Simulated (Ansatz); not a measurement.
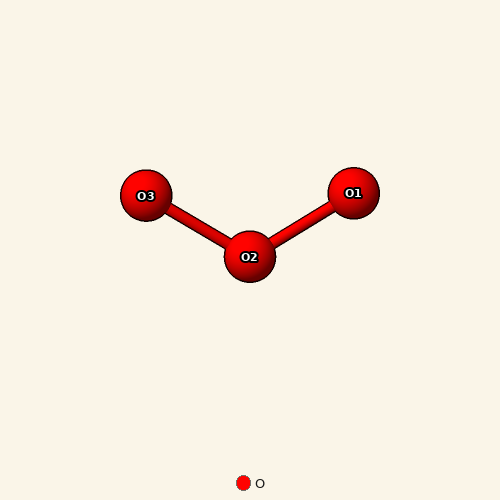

The system is O₃, SMILES O=[O+][O-]; the picture shows the reference structure. First axis: angle O1–O2–O3 (carried through 180). Second axis: change of the bonds O2–O1, O2–O3, all alike. Nothing is relaxed (all other coordinates rigid). Grid: 15 × 15 points; 120 points were computed and 105 follow by symmetry. Points are written as (first, second). Energies are in kJ/mol, from the lowest grid point. Theory: RKS r2SCAN0-D4/def2-TZVP (Ansatz 0.2.0).

Its coordinates:

```xyz
3

O     0.8445   -0.5333    0.4075
O    -0.2277   -0.3160   -0.1586
O    -0.6168    0.8493   -0.2489
```

Range: angle O1–O2–O3 (carried through 180) from 100.4 to 259.6°; change of the bonds O2–O1, O2–O3, all alike from −0.135 to 0.209 Å.

> What landscape does the calculation give?

The lowest grid point is at (123.1°, −0.012 Å); the map holds 2 wells of about this depth. No other kind of well shows on this grid. The highest grid point, (180.0°, −0.135 Å), lies 598 kJ/mol above the lowest. On the interpolated surface the easiest way out of the lowest well to a well of about the same depth near (236.9°, −0.012 Å) passes a barrier of about 360 kJ/mol. Round the minimum the two coordinates are weakly coupled (coupling 0.14 in units of the two stiffnesses).

| second ↓, first → | 100.4 | 111.8 | 123.1 | 134.5 | 145.9 | 157.3 | 168.6 | 180.0 | 191.4 | 202.7 | 214.1 | 225.5 | 236.9 | 248.2 | 259.6 |
| --- | --- | --- | --- | --- | --- | --- | --- | --- | --- | --- | --- | --- | --- | --- | --- |
| 0.209 | 204 | 177 | 186 | 222 | 278 | 348 | 420 | 457 | 420 | 348 | 278 | 222 | 186 | 177 | 204 |
| 0.185 | 176 | 145 | 153 | 190 | 248 | 322 | 397 | 434 | 397 | 322 | 248 | 190 | 153 | 145 | 176 |
| 0.160 | 149 | 113 | 121 | 159 | 220 | 297 | 374 | 412 | 374 | 297 | 220 | 159 | 121 | 113 | 149 |
| 0.135 | 125 | 85 | 91 | 130 | 194 | 275 | 354 | 392 | 354 | 275 | 194 | 130 | 91 | 85 | 125 |
| 0.111 | 106 | 60 | 65 | 105 | 172 | 256 | 338 | 376 | 338 | 256 | 172 | 105 | 65 | 60 | 106 |
| 0.086 | 90 | 38 | 42 | 83 | 153 | 240 | 325 | 364 | 325 | 240 | 153 | 83 | 42 | 38 | 90 |
| 0.062 | 80 | 22 | 23 | 66 | 138 | 230 | 316 | 356 | 316 | 230 | 138 | 66 | 23 | 22 | 80 |
| 0.037 | 76 | 10 | 9 | 52 | 128 | 223 | 313 | 354 | 313 | 223 | 128 | 52 | 9 | 10 | 76 |
| 0.012 | 80 | 5 | 1 | 45 | 124 | 223 | 316 | 358 | 316 | 223 | 124 | 45 | 1 | 5 | 80 |
| −0.012 | 91 | 7 | 0 | 45 | 127 | 230 | 327 | 369 | 327 | 230 | 127 | 45 | 0 | 7 | 91 |
| −0.037 | 114 | 19 | 8 | 53 | 138 | 246 | 346 | 390 | 346 | 246 | 138 | 53 | 8 | 19 | 114 |
| −0.062 | 149 | 42 | 26 | 72 | 160 | 272 | 376 | 422 | 376 | 272 | 160 | 72 | 26 | 42 | 149 |
| −0.086 | 197 | 77 | 56 | 101 | 192 | 309 | 417 | 465 | 417 | 309 | 192 | 101 | 56 | 77 | 197 |
| −0.111 | 263 | 129 | 101 | 145 | 239 | 361 | 475 | 524 | 475 | 361 | 239 | 145 | 101 | 129 | 263 |
| −0.135 | 346 | 196 | 161 | 203 | 300 | 427 | 546 | 598 | 546 | 427 | 300 | 203 | 161 | 196 | 346 |

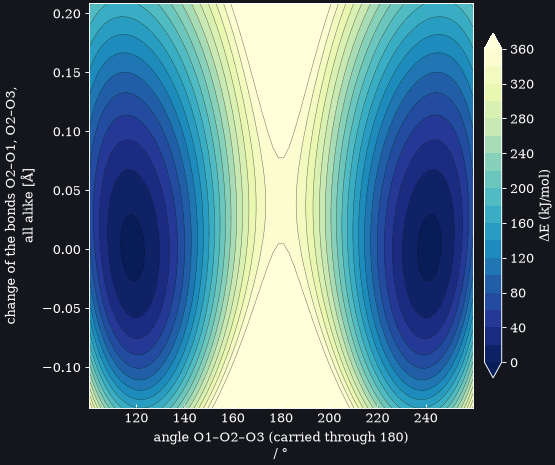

Drawn: filled contours, one colour for all values above the top of the scale. Between grid points the surface is interpolated.

Time for the 120 points that were run: 5.3 min on 1 thread of Arm Neoverse V1, on a shared host.
